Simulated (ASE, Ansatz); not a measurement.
# Nb(100)/C(110) interface (80 atoms): geometry optimisation, part 3 of 3

How does Nb(100)/C(110) interface (80 atoms) relax, and what do bonds, charges and levels look like afterwards?

Ansatz 0.2.0; Kohn-Sham DFT, revPBE, PAW (set soft_2), plane waves.

The cell: 20 Nb and 60 C. The host structure and its lattice constant were typed by rule, without a check against the phase diagram.

So far. Step 3 (Relaxation): The relaxation changed the energy by -172 meV/atom, and atoms moved by 0.31 Å r.m.s., 0.87 Å at most.

## (5) Single point at the relaxed geometry

One more single point at the end of the walk gives the fuller output and checks the residual forces.

File input.yaml:

```yaml
crystal:
  lattice:
    - [7.134, 0.0, 0.0]
    - [0.0, 7.5667, 0.0]
    - [0.0, 0.0, 24.45984]
  atoms:
    - { symbol: Nb, position: [0.56026, 0.80065, 0.26443] }
    - { symbol: Nb, position: [0.86082, 0.71076, 0.3259] }
    - { symbol: Nb, position: [0.54699, 0.81618, 0.39314] }
    - { symbol: Nb, position: [0.4775, 0.50992, 0.46497] }
    [... 70 atom lines left out ...]
    - { symbol: C, position: [0.39534, 0.90459, 0.64688] }
    - { symbol: C, position: [0.01811, 0.73874, 0.64642] }
    - { symbol: C, position: [0.14819, 0.73853, 0.69995] }
    - { symbol: C, position: [0.26449, 0.90492, 0.70036] }
    - { symbol: C, position: [0.40905, 0.90501, 0.74383] }
    - { symbol: C, position: [0.00423, 0.73845, 0.74394] }
kpoints:
  mp_grid: { grid: [2, 2, 1] }
hamiltonian:
  xc: revpbe
scf:
  occupations: { method: fermi_dirac, width: 0.05 }
output:
  forces: true
  populations: true
  dos:
    method: { smearing: { sigma: 0.1 } }
    de: 0.1
    projected:
      site_lists:
        C: [20, 21, 22, 23, 24, 25, 26, 27, 28, 29, 30, 31, 32, 33, 34, 35, 36, 37, 38, 39, 40, 41, 42, 43, 44, 45, 46, 47, 48, 49, 50, 51, 52, 53, 54, 55, 56, 57, 58, 59, 60, 61, 62, 63, 64, 65, 66, 67, 68, 69, 70, 71, 72, 73, 74, 75, 76, 77, 78, 79]
        Nb: [0, 1, 2, 3, 4, 5, 6, 7, 8, 9, 10, 11, 12, 13, 14, 15, 16, 17, 18, 19]
  eigenvalues: true
  write_density: true
  write_potential: true
  volumetric_format: npy
  elf: true
```

Command:

```sh
$ ansatz run input.yaml --threads 4 --pin off --max-ram 8192MiB --backend cpu --events-out ev --progress --plain --runs-dir out
```

Numbers of over 12 decimals in the logs are rounded to 6 here.

The program printed:

```text
[...]
Crystal: 80 atoms, lattice volume = 1320.363 Å³
Basis set: ecut = 420 eV, 25787 PW (Γ), exchange–correlation on 96×108×360 points (8 copies of the dense FFT grid, shifted against one another)
Bands: 330, of which v1, the nominal top of the filled ones, is band 250 counted from 1 (249 counted from 0)
Symmetry: 1 space group operations
[...]
k-points: 4
[...]
SCF iter   1: F=—  HF=-106211.912976 eV  |F-HF|=—  |Δ(HF+E_count)|=         —  Δρ=1.84e-2  dr2=9.02e1  ethr=1.77e-3  ⟨swp⟩=9.8  Hψ=7725  notcnv=0  defer=126
[...]
SCF iter  12: F=-106209.778298 eV  HF=-106209.778298 eV  |F-HF|=2.09e-8  |Δ(HF+E_count)|=   2.64e-8  Δρ=1.07e-6  dr2=3.40e-8  ethr=2.00e-11  ⟨swp⟩=28.0  Hψ=14092  notcnv=0
SCF 1 converged in 12 iterations: F = -106209.778298 eV  dr2 = 3.40e-8
[...]
WARN: The output density's exchange-correlation potential varies sharply where the density is thin. Do not read a vacuum level from v_tot or v_xc, or from such a field of the output density. On a cell that repeats whose density bears no net charge and no dipole along the vacuum's axis use v_es (v_loc + v_h of the components); [...]
SCF converged after 12 iterations
Free energy (F): -106209.778298 eV
[...]
Internal energy: -106209.536377 eV  (E = F + TS)
E sigma→0 (E₀):  -106209.657337 eV
Entropy (-TS):   -0.241921 eV (-3.024 meV/atom)
Fermi energy:    6.470995 eV
[...]
--- Forces (eV/Å), atoms counted from 1 ---
  atom   1  Nb    -0.00879785    -0.00265295    -0.00419515
  atom   2  Nb     0.00268844     0.01731864    -0.01314088
  atom   3  Nb    -0.01221456     0.00551654     0.00200510
  atom   4  Nb     0.00677744    -0.01344368     0.00483712
  atom   5  Nb     0.00052949    -0.00303273    -0.00518480
  atom   6  Nb    -0.00524238     0.00012808    -0.00495260
  atom   7  Nb     0.00781375     0.00496441     0.00600013
  atom   8  Nb     0.02362460    -0.00120802     0.00235134
  atom   9  Nb    -0.01313184     0.00731080    -0.00408794
  atom  10  Nb     0.01437947     0.00433542    -0.00015878
  atom  11  Nb    -0.00062690    -0.02765171     0.01223721
  atom  12  Nb    -0.02498169     0.01050587    -0.00351368
  atom  13  Nb     0.00121807     0.00685159     0.00563530
  atom  14  Nb    -0.01456353    -0.01836499    -0.00322664
[...]
atom  79  C     -0.00091355    -0.00223086    -0.00394963
  atom  80  C     -0.00258653     0.00363422     0.00298724
  max |Σ_I F_I| component: 5.63e-5 eV/Å
--- Band table (eV) ---
[...]
--- Löwdin populations: 80 sites ---
  site symbol       q [e]
     0     Nb     12.9278
     1     Nb     12.9768
     2     Nb     12.9421
[...]
79      C      3.9821
  spilling = 0.004876 (of n_electrons = 500.000000)
```

Elapsed: 1.8 min, on 4 threads of Arm Neoverse V1, shared host; peak memory 6.5 GiB.

The program notes that the exchange-correlation potential is rough where the density is thin.

Numbers from this run:

| Property | Result |
| --- | --- |
| free energy | -106209.7783 eV |
| free energy per atom | -1327.6222 eV/atom |
| SCF cycles | 12 |
| r.m.s. force component | 0.00671 eV/Å |
| longest force | 0.03024 eV/Å |
| Fermi energy | 6.471 eV |
| levels partly filled by over 2 per cent | 24 |
| spilling of the projection | 0.004876 |

Löwdin charges by element (they lack the spilled electrons, 0.030 e an atom on average):

```tsv
element	coordination	atoms	mean charge (e)	spread	least	most
C	all	60	-0.003	0.0641	-0.160	0.0506
Nb	all	20	0.131	0.148	-9.0e-4	0.452
```

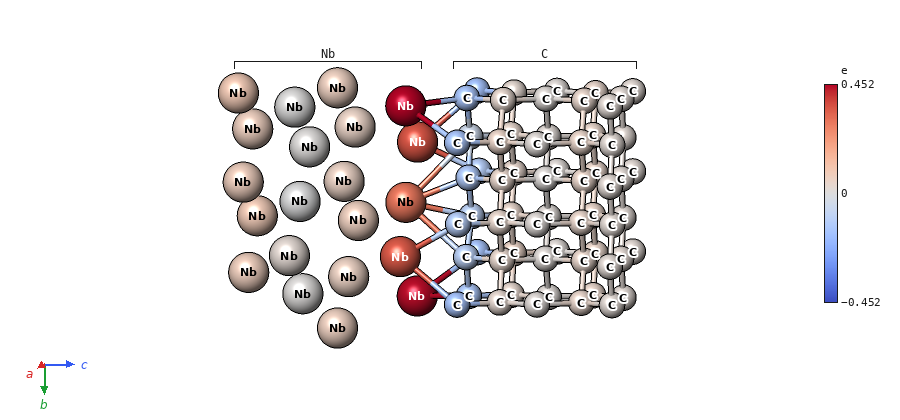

Atoms coloured by Löwdin charge. Some periodic images of atoms are drawn too.

By region:

```tsv
region	atoms	mean length of the force (eV/Å)
Nb	20	0.018
C	60	0.006
```

States in the cell by windows of 1 eV, zero at the Fermi level; the larger projections on atomic orbitals stand beside the total:

```tsv
from (eV)	to (eV)	total	Nb d	C p	Nb s	C s
-14	-13	5.6	0.0	2.7	0.0	2.8
-13	-12	11.2	0.1	6.8	0.0	4.3
-12	-11	13.6	0.1	9.3	0.0	4.1
-11	-10	10.3	0.1	7.2	0.0	2.9
-10	-9	9.9	0.1	7.1	0.0	2.6
-9	-8	13.4	0.1	11.6	0.0	1.6
-8	-7	23.3	0.3	20.1	0.1	2.7
-7	-6	17.2	0.2	15.5	0.2	1.2
-6	-5	23.4	0.3	21.4	0.5	1.1
-5	-4	23.8	0.8	19.4	2.2	1.2
-4	-3	25.0	7.8	13.0	3.5	0.5
-3	-2	34.2	21.9	7.8	3.8	0.3
-2	-1	39.1	26.6	9.7	1.4	0.6
-1	0	38.2	23.5	10.8	2.1	0.7
0	1	30.3	22.4	4.6	1.7	0.5
1	2	25.6	15.5	6.5	1.5	0.8
2	3	32.7	26.0	3.6	1.1	0.5
3	4	30.6	24.6	2.1	1.2	0.5
4	5	26.5	15.2	2.6	2.4	1.1
```

Between -26 and -14 eV lie 51 more states.

About 160 of the 500 electrons lie in deeper levels, below the stored range.

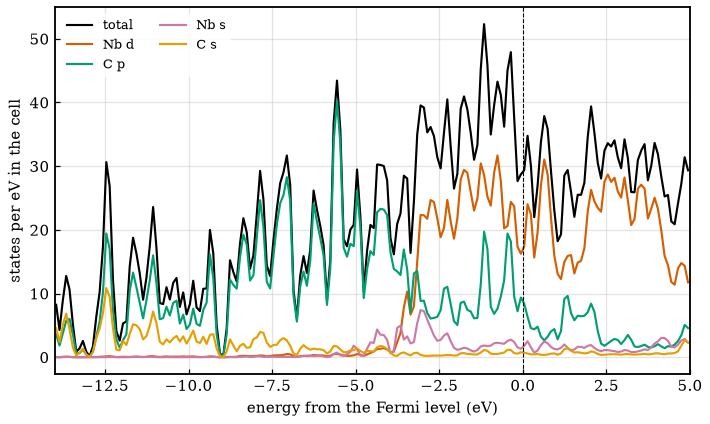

Total and projected density of states, with the broadening of the input.

The levels nearest the highest filled one (over half full), pooled over k-points and spins:

```tsv
level less the highest filled one (eV)	occupation
-0.0663	1.73
-0.0431	1.60
-0.0286	1.50
-0.0228	1.45
-0.0052	1.3
0	1.25
0.0361	0.896
0.0437	0.821
0.0697	0.586
0.0989	0.376
0.109	0.319
0.139	0.187
```

Planar average of the electrostatic potential energy along the normal, with the Fermi level as zero, after a running mean with a triangular window 4 Å wide at its base:

```tsv
height (Å)	potential energy (eV)
0.0	4.26
1.0	4.07
1.9	3.87
2.9	3.63
3.9	2.86
4.9	-0.35
5.8	-6.07
6.8	-10.71
7.7	-11.80
8.7	-11.22
9.8	-10.58
10.7	-9.77
11.7	-8.99
12.6	-8.51
13.6	-9.90
14.5	-11.52
15.6	-11.53
16.6	-11.68
17.5	-11.10
18.5	-6.36
19.4	0.70
20.4	4.41
21.5	4.82
22.4	4.66
23.4	4.47
24.3	4.28
```

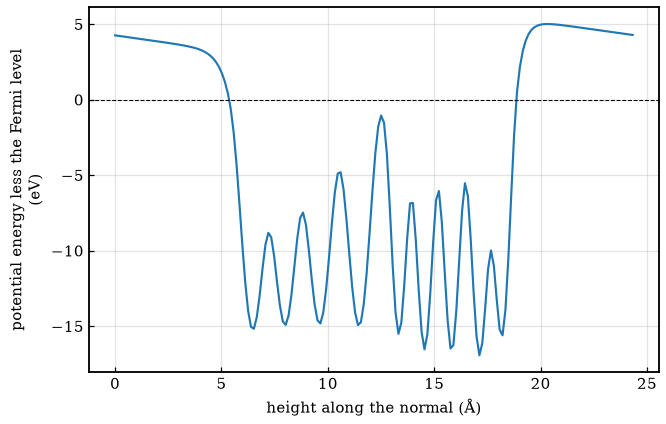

Planar average of the electrostatic potential energy; the dashed line is the Fermi level.

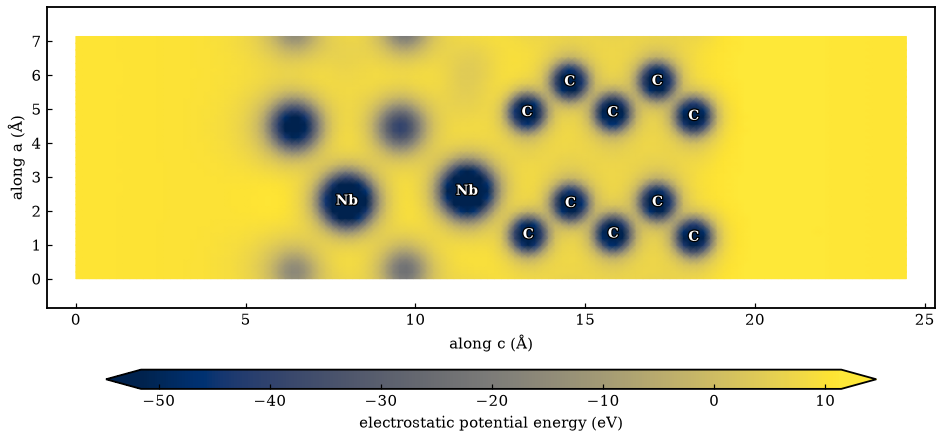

Electrostatic potential energy in the ca plane at fractional y = 0.095, with atoms of Nb and C within 0.2 Å of it. With pseudopotentials it is smooth inside the atoms' cores, unlike the true potential. The map starts off the cell's origin, so that atoms lie inside it.

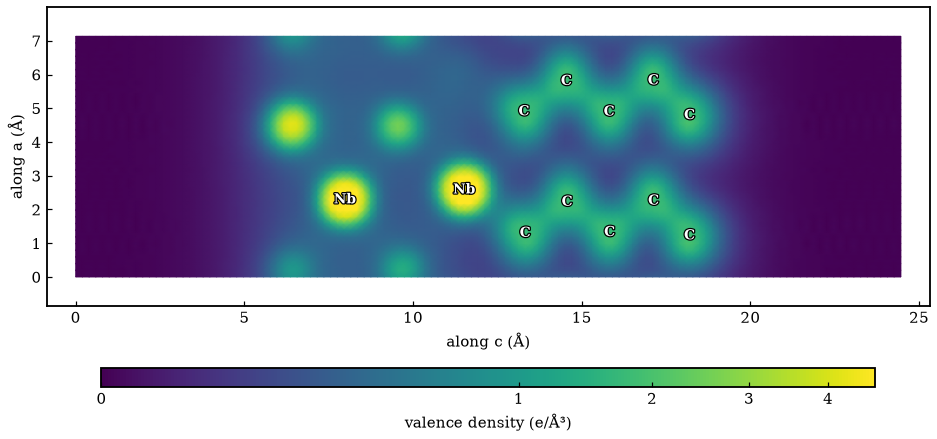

Valence density in the ca plane at fractional y = 0.095, with atoms of Nb and C within 0.2 Å of it. It is the smooth field of the valence electrons, not physical close to the nuclei. The map starts off the cell's origin, so that atoms lie inside it. The colour scale is stretched toward low values.

Mean Löwdin charges: C -0.00, Nb +0.13 e (they miss 0.49 % of the electrons, so they add up to more than the cell's charge). Charges this small depend on the projection, at times even in sign. Within 0.4 eV of the Fermi level the largest share is Nb d (64 % of the projected weight). The potential slopes across the vacuum by 0.20 eV/Å: the slab bears a dipole, and with periodic images along the normal there is no flat vacuum level to read.

A closer look about Nb12, whose charge lies farthest from its element's mean: 8 atoms, nearest first, numbered in the order of the input, with positions taken from that point.

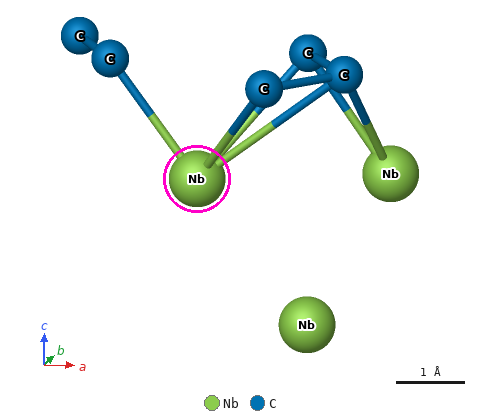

The atoms of the table, within 3.0 Å (arrows a, b, c point along x, y, z); some may hide others; the central atom is ringed.

```tsv
atom	x	y	z	distance (Å)	Löwdin charge (e)
Nb12	0.00	0.00	0.00	0.00	0.45
C22	-1.29	-0.17	1.80	2.22	-0.15
C21	1.42	1.06	1.77	2.50	-0.15
C51	1.41	-1.41	1.76	2.66	-0.16
Nb19	1.87	-0.68	-1.97	2.80	0.06
C42	2.31	-0.18	1.76	2.91	-0.16
Nb8	2.59	1.44	-0.09	2.97	0.35
C41	-2.10	1.09	1.82	2.98	-0.05
```

## (6) Results

- energy change in the relaxation: -172 meV/atom
- r.m.s. displacement: 0.313 Å
- largest displacement: 0.87 Å
- free energy per atom: -1327.6222 eV/atom
- r.m.s. force component: 0.00671 eV/Å
- wall time of the 3 DFT runs: 13 min

Relaxation lowers the energy by 172 meV/atom and moves atoms by 0.31 Å r.m.s.; the r.m.s. force component goes from 1.6 to 0.0067 eV/Å. First to last step the energy falls by 13.764 eV; the largest move, 0.87 Å, is that of Nb16. 24 levels are partly filled, by over 2 % (on the run's k-points): no clear gap opens at this level. Levels of broken or missing bonds inside a gap of the host would look the same.

**Limits.** The slab bears a dipole and has periodic images along its normal, so a spurious field crosses the vacuum.

[Logs are printed without paths, hosts, clocks, repeated set-up lines and the standing remarks that a program may print on its own settings, such as how far it seeks lower states.]

[Hosts, paths, dates, database ids (printed as entryN), source tags and the programs' standing remarks are cut or masked in the printed files.]
